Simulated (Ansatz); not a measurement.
**Hypothetical CdI2 type HfO2: response to strain**

Base system: HfO2 in the CdI2 type structure (space group P-3m1, No. 164; a = 3.2266 Å, c = 4.5562 Å; a hypothetical phase, not in the database extracts checked; layered, stacked along the Cartesian z axis). Axes: x lies along a and z along c of the hexagonal cell.

Strains are applied to the cell and any free atomic positions relax; under biaxial strain the out-of-plane vector relaxes too.

The values are results of r2SCAN+rVV10 (Ansatz, a quantum-chemistry and plane-wave program), without spin-orbit coupling, not measurements.

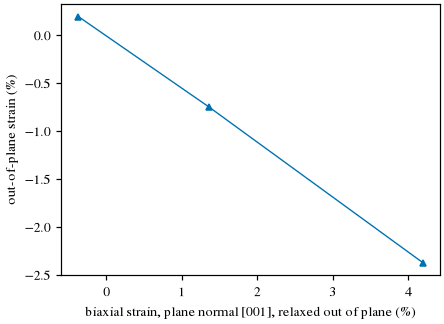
*Out-of-plane strain against biaxial strain, plane normal [001], relaxed out of plane*

Q: From the plot, what is the out-of-plane strain for biaxial strain +4.20 %, plane normal [001], relaxed out of plane?

A: About -2.4 %.

Q: Is the trend monotonic over the range shown?

A: Yes, it falls throughout, spanning -2.38 % to +0.19 %.

No phonon test of stability was made.
